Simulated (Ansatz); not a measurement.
# One shape, several levels: singlet SiH2O2F−

Aim: a comparison of 6 runs (B3LYP/aug-cc-pVDZ, PBE/aug-cc-pVDZ, PBE0/aug-cc-pVDZ, SVWN5/aug-cc-pVDZ, r2SCAN/aug-cc-pVDZ, CCSD/aug-cc-pVDZ) of singlet SiH2O2F−. 

The results are computed with Ansatz 0.2.0.

38 further runs of the same task are left out: 38 set aside as unsound or not needed. Runs told in other sessions of the task aren't counted.

**1. The structure to begin with**

SiH2O2F−: 6 atoms, total charge -1, spin state singlet. As SMILES of the parent species, `O[Si](O)F`. The shape is that of a PBE0-D4/def2-TZVP optimisation. This is one conformer, not always the lowest. That shape belongs to the parent species and isn't relaxed for this state.

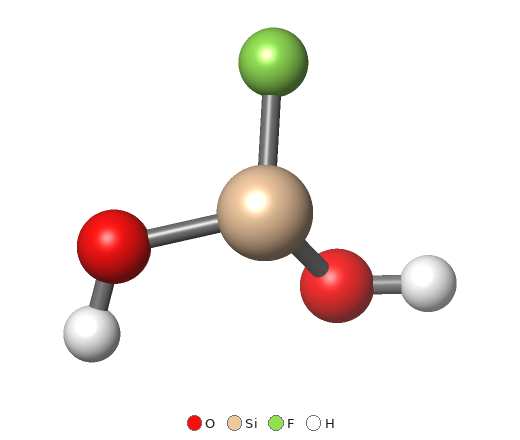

The structure, seen from a chosen angle (oxygen red, silicon light orange, fluorine green, hydrogen white).

**2. A single-point energy at B3LYP/aug-cc-pVDZ (run 1)**

Contents of input.yaml:

```yaml
crystal:
  periodic: [false, false, false]
  atoms:
    - symbol: O
      position_ang: [-0.887300, 1.032000, -0.626300]
    - symbol: Si
      position_ang: [0.382900, 0.026200, -0.446500]
    - symbol: O
      position_ang: [0.346300, -0.560700, 1.083400]
    - symbol: F
      position_ang: [0.159400, -1.133900, -1.516300]
    - symbol: H
      position_ang: [-1.051600, 1.658800, 0.081100]
    - symbol: H
      position_ang: [1.092300, -1.086600, 1.378500]
basis:
  gaussian:
    orbitals: aug-cc-pVDZ
total_charge: -1
hamiltonian:
  xc: {name: B3LYP}
accuracy: high
output: {orbitals: {seedname: orbitals}}
```

Run with:

```console
$ ansatz run input.yaml --threads 1 --pin off --max-ram 3480MiB --events-out events.jsonl --progress --plain --runs-dir runs
```

Log:

```text
Warning: RAYON_NUM_THREADS=1 ignored (pool sized by the plan → 1); use --threads N
Functional definition: B3LYP
  name "B3LYP"
  parameter a0 = 0.2
  parameter ax = 0.72
  parameter ac = 0.81
  exchange = (1 - a0 - ax)*slater_x + ax*b88_x + a0*exact_x
  correlation = (1 - ac)*vwn_rpa_c + ac*lyp_c
2267 factors; integrals over basis functions are off by at most 3.4e-9 eV
mean field evaluation 1: about -14722.4134 eV, gradient 4.5e1 eV
mean field evaluation 2: about -14712.1110 eV, gradient 8.6e1 eV
mean field evaluation 4: about -14725.9513 eV, gradient 2.9e0 eV
mean field evaluation 8: about -14726.0652 eV, gradient 1.9e-1 eV
mean field evaluation 16: about -14726.0653 eV, gradient 9.6e-5 eV
mean field -14726.06527711 eV, -541.1729172482 hartree, gradient 3.2e-8 eV, S^2 0.000000; 0 other end points of the search recorded, 0 dependent functions left out
reference -14726.06530965 eV, -541.1729184440 hartree; 21, 21 occupied and 93, 93 virtual orbitals, 2267 factors
Total energy: -14726.06530965 eV, -541.1729184440 hartree
```

It took 18 s on 1 thread of Arm Neoverse N1, shared host; peak memory 0.4 GiB.

**3. The energy at PBE/aug-cc-pVDZ (run 2)**

Contents of molecule.yaml:

```yaml
crystal:
  periodic: [false, false, false]
  atoms:
    - symbol: O
      position_ang: [-0.887300, 1.032000, -0.626300]
    - symbol: Si
      position_ang: [0.382900, 0.026200, -0.446500]
    - symbol: O
      position_ang: [0.346300, -0.560700, 1.083400]
    - symbol: F
      position_ang: [0.159400, -1.133900, -1.516300]
    - symbol: H
      position_ang: [-1.051600, 1.658800, 0.081100]
    - symbol: H
      position_ang: [1.092300, -1.086600, 1.378500]
basis:
  gaussian:
    orbitals: aug-cc-pVDZ
total_charge: -1
hamiltonian:
  xc: pbe
accuracy: high
output:
  orbitals: {seedname: orbitals}
```

Run with:

```console
$ ansatz run molecule.yaml --threads 1 --pin off --max-ram 3480MiB --events-out events.jsonl --progress --plain --runs-dir runs
```

Log:

```text
Warning: RAYON_NUM_THREADS=1 ignored (pool sized by the plan → 1); use --threads N
Functional definition: PBE
  name "PBE"
  parameter kappa = 0.804
  parameter beta = 0.06672455060314922
  exchange = pbe_x(kappa = kappa, mu = beta*pi^2/3)
  correlation = pbe_c(beta = beta)
2267 factors; integrals over basis functions are off by at most 3.4e-9 eV
mean field evaluation 1: about -14710.2047 eV, gradient 4.9e1 eV
mean field evaluation 2: about -14678.9792 eV, gradient 1.3e2 eV
mean field evaluation 4: about -14714.0490 eV, gradient 1.1e1 eV
mean field evaluation 8: about -14714.6086 eV, gradient 6.6e-1 eV
mean field evaluation 16: about -14714.6094 eV, gradient 3.5e-4 eV
mean field -14714.60937922 eV, -540.7519207660 hartree, gradient 9.8e-8 eV, S^2 0.000000; 1 other end points of the search recorded, 0 dependent functions left out
reference -14714.60938252 eV, -540.7519208872 hartree; 21, 21 occupied and 93, 93 virtual orbitals, 2267 factors
Total energy: -14714.60938252 eV, -540.7519208872 hartree
```

Wall time 16 s (1 thread of Arm Neoverse N1, shared host); peak memory 0.32 GiB.

Runs 3 to 5 aren't shown in full; the table further down has their settings and results.

**4. The energy at CCSD/aug-cc-pVDZ (run 6)**

Contents of molecule.yaml:

```yaml
basis:
  gaussian:
    orbitals: aug-cc-pVDZ
crystal:
  periodic: [false, false, false]
  atoms:
    - {symbol: O, position_ang: [-0.887300, 1.032000, -0.626300]}
    - {symbol: Si, position_ang: [0.382900, 0.026200, -0.446500]}
    - {symbol: O, position_ang: [0.346300, -0.560700, 1.083400]}
    - {symbol: F, position_ang: [0.159400, -1.133900, -1.516300]}
    - {symbol: H, position_ang: [-1.051600, 1.658800, 0.081100]}
    - {symbol: H, position_ang: [1.092300, -1.086600, 1.378500]}
total_charge: -1
correlation:
  method: ccsd
  frozen_orbitals: {F: 1, H: 0, O: 1, Si: 5}
accuracy: high
scf:
  omitted_lower_state_checks: [cluster_reference, increment]
```

Run with:

```console
$ ansatz run molecule.yaml --threads 1 --pin off --max-ram 3480MiB --events-out events.jsonl --progress --plain --runs-dir runs
```

Log (excerpt; [...] marks lines left out):

```text
Warning: RAYON_NUM_THREADS=1 ignored (pool sized by the plan → 1); use --threads N
Functional definition: HF
  name "HF"
[...]
2267 factors; integrals over basis functions are off by at most 3.4e-9 eV
[...]
mean field -14677.90397900 eV, -539.4030221878 hartree, gradient 2.9e-8 eV, S^2 0.000000; 0 other end points of the search recorded, 0 dependent functions left out; unrestricted orbitals would lower it
8 core orbitals not correlated: weight in the atoms' cores, before any rotation towards them, 1.000 or more for the frozen orbitals, at most 0.000 for the correlated occupied ones
reference -14677.90397900 eV, -539.4030221878 hartree; 13, 13 occupied and 93, 93 virtual orbitals, 2267 factors
second order -19.65052887 eV of doubles, -0.00000000 eV of singles
cycle   1  -19.45978133 eV  change    1.9e-1 eV  update   1.2e-1
[...]
cycle  28  -20.04064152 eV  change  -4.0e-10 eV  update   2.3e-9
Total energy: -14697.94462053 eV, -540.1395021797 hartree
Checks for a lower state left out: cluster_reference, increment
```

Run time: 77 s. Hardware: 1 thread of Arm Neoverse N1, shared host; peak memory 1 GiB.

**5. The series**

```
run               level  frozen core orbitals  energy (Eh)  HOMO energy (eV)  LUMO energy (eV)  HOMO–LUMO gap (eV)  wall time
  1   B3LYP/aug-cc-pVDZ                     –  -541.172918              0.68              2.95                2.27       18 s
  2     PBE/aug-cc-pVDZ                     –  -540.751921              1.26              2.68                1.42       16 s
  3    PBE0/aug-cc-pVDZ                     –  -540.773860              0.65              3.13                2.48       18 s
  4   SVWN5/aug-cc-pVDZ                     –  -538.299137              1.12              2.60                1.47       12 s
  5  r2SCAN/aug-cc-pVDZ                     –  -541.008921              1.33              2.97                1.65       33 s
  6    CCSD/aug-cc-pVDZ                     8  -540.139502                 –                 –                   –       77 s
```

**6. Summary of results**

```
                                          quantity          value
                               run 6: total energy  -540.13950 Eh
run 6: correlation energy (8 core orbitals frozen)     -736.5 mEh
                              run 6: T1 diagnostic          0.021
```

**Reading.** Over runs 1, 2, 3, 4, 5 the HOMO–LUMO gap runs from 1.42 eV (PBE/aug-cc-pVDZ) to 2.48 eV (PBE0/aug-cc-pVDZ). The empty levels of an anion lie above zero and hang on the basis. Totals of different functionals can't be ranked against each other. In runs 1, 2, 3, 4, 5 the HOMO lies above zero, from self-interaction, a short basis or an electron that isn't bound. In run 6 the log says that unrestricted orbitals would lower the reference, so the values rest on an unstable closed-shell determinant (other closed-shell runs at this shape may share the fault). All runs together took 2.9 min, the longest 77 s.
